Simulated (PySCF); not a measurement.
# C₃H₉FOSi₂: electronic excitations

Wanted: the electronic excitations of C₃H₉FOSi₂ (`O[Si@@H]1C[SiH2][C@H](F)C1`), by calculation.

The runs use PySCF 2.14.0, with density-fitted response routines of our own; the level of theory stands in each step. All values are computed, except where a source is named. Atoms are numbered from 0 throughout.

**1. The molecule as given**

16 atoms, charge 0, multiplicity 1; geometry from: GFN2-xTB.

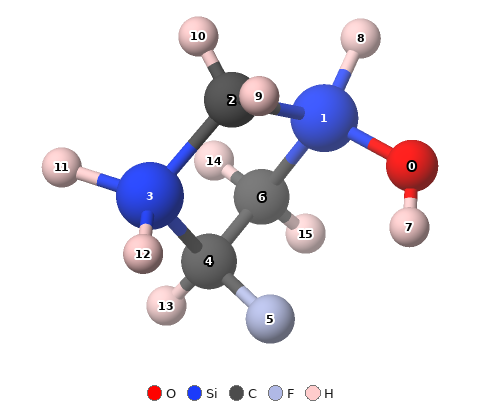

The starting geometry (oxygen red, silicon blue, carbon dark grey, fluorine light blue, hydrogen pink), atoms numbered.

**2. Ultraviolet spectrum: wB97X-D/def2-SVPD**

Job settings and geometry (Å):

```
{"job": {"kind": "uv", "xc": "wB97X-D", "basis": "def2-SVPD", "nstates": 8, "ntriplets": 3}, "charge": 0, "multiplicity": 1}
O     -2.448486    -0.210414     0.397012
Si    -0.987347    -0.116413     1.101310
C     -0.039519     1.481116     0.634021
Si     1.151482     1.025663    -0.778546
C      0.696607    -0.837993    -0.980584
F     -0.387046    -0.896219    -1.874898
C      0.227835    -1.390339     0.358824
H     -2.510790    -0.360740    -0.545140
H     -1.291128    -0.297797     2.513319
H     -0.727519     2.272522     0.344890
H      0.515093     1.862605     1.487766
H      2.564396     1.135162    -0.398405
H      0.879316     1.703808    -2.045613
H      1.464644    -1.468457    -1.440086
H      1.104077    -1.517458     0.992145
H     -0.219215    -2.376100     0.222574
```

With the program's defaults for keys left out, this is: TDDFT wB97X-D/def2-SVPD, vertical, gas phase, core orbitals frozen in the response.

Launch:

```bash
$ OMP_NUM_THREADS=1 python probes_run.py task.json out
```

This one command runs all jobs of the session in turn.

The log of the run:

```text
coarse grid: 14264 points
cycle   1  E = -873.1124322962  dE =  7.753e-01  |g| = 8.056e-01  |ddm| = 4.978e+00
cycle   2  E = -873.0893445958  dE =  2.309e-02  |g| = 9.320e-01  |ddm| = 1.648e+00
cycle   3  E = -873.2403221952  dE = -1.510e-01  |g| = 6.746e-02  |ddm| = 7.726e-01
cycle   4  E = -873.2412470659  dE = -9.249e-04  |g| = 3.007e-02  |ddm| = 1.374e-01
cycle   5  E = -873.2414844871  dE = -2.374e-04  |g| = 5.284e-03  |ddm| = 5.719e-02
cycle   6  E = -873.2414933952  dE = -8.908e-06  |g| = 9.728e-04  |ddm| = 1.545e-02
final grid: 128640 points
cycle   7  E = -873.3656569126  dE = -9.652e-05  |g| = 7.590e-03  |ddm| = 1.322e-01
cycle   8  E = -873.3656562511  dE =  6.614e-07  |g| = 8.768e-03  |ddm| = 2.161e-02
cycle   9  E = -873.3656683553  dE = -1.210e-05  |g| = 4.932e-04  |ddm| = 6.073e-03
cycle  10  E = -873.3656684282  dE = -7.293e-08  |g| = 3.438e-04  |ddm| = 1.824e-03
cycle  11  E = -873.3656684581  dE = -2.984e-08  |g| = 4.756e-05  |ddm| = 5.525e-04
cycle  12  E = -873.3656684591  dE = -1.040e-09  |g| = 1.339e-05  |ddm| = 1.611e-04
cycle  13  E = -873.3656684592  dE = -7.662e-11  |g| = 7.278e-06  |ddm| = 5.513e-05
converged SCF energy = -873.3656684592

Static polarisability (au): isotropic 86.628, principal 77.693 85.109 97.081

Singlet excitations
state   eV       nm        f      main configurations
  1   7.3963    167.6   0.00286   H->L 0.41, H->L+2 0.41
  2   7.6510    162.0   0.01002   H-1->L 0.37, H-1->L+2 0.29
  3   7.7686    159.6   0.00862   H->L 0.42, H->L+2 0.36
  4   7.9067    156.8   0.02109   H-1->L+1 0.65, H->L+1 0.09
  5   7.9490    156.0   0.13332   H->L+1 0.68, H-1->L+1 0.12
  6   8.0538    153.9   0.01797   H-1->L 0.47, H-1->L+2 0.32
  7   8.1226    152.6   0.02249   H-2->L+2 0.35, H-2->L 0.32, H-1->L+2 0.09
  8   8.3551    148.4   0.00825   H-2->L 0.21, H->L+4 0.19, H-2->L+1 0.11

Triplet excitations (Tamm-Dancoff, eV): 6.9876 7.3248 7.3459
```

It took 94 s on 1 thread of Arm Neoverse N1, shared host; peak memory 0.96 GiB.

The orbitals next to the gap, with their largest atomic shares:

```csv
orbital,eV,atoms
HOMO−3,-11.47,"C2 21 %, F5 14 %, C4 12 %"
HOMO−2,-10.54,"C6 16 %, C2 15 %, Si1 12 %"
HOMO−1,-10.11,"C2 18 %, O0 15 %, C4 13 %"
HOMO,-9.84,"C6 19 %, C4 14 %, C2 12 %"
LUMO,1.88,"Si3 21 %, Si1 19 %, O0 8 %"
LUMO+1,2.12,"Si3 31 %, C2 12 %, H11 11 %"
LUMO+2,2.32,"Si3 18 %, Si1 12 %, C2 9 %"
```

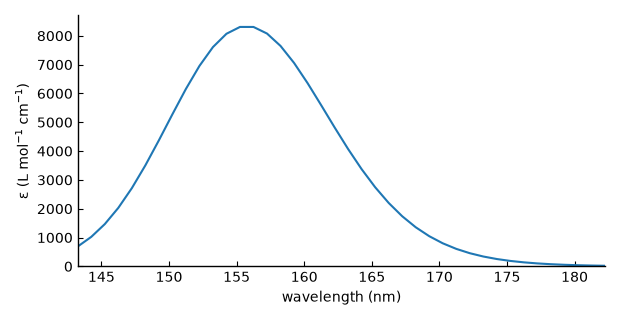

Absorption spectrum: each of the 8 states is a Gaussian band of 0.4 eV half-width at 1/e. Beyond the last state computed it falls off for lack of states.

Ground-state properties from the same run:

```csv
property,computed
dipole moment (D),1.96
polarisability (Å³),12.84
HOMO–LUMO gap (eV),11.72
−ε(HOMO) (eV),9.84
```

**3. Summary of results**

| quantity | value |
| --- | --- |
| lowest singlet (wB97X-D/def2-SVPD) | 7.40 eV (168 nm), f = 0.003 |
| brightest single state of those computed | state 5, 7.95 eV, f = 0.133 |
| lowest triplet | 6.99 eV |

What this shows: The first singlet state (HOMO→LUMO 0.41, HOMO→LUMO+2 0.41) lies at 7.40 eV and is weak; of the 8 states computed, the strongest absorption comes from state 5 at 7.95 eV. The lowest triplet lies 0.41 eV below the lowest singlet (triplets in Tamm-Dancoff, singlets in full TDDFT).
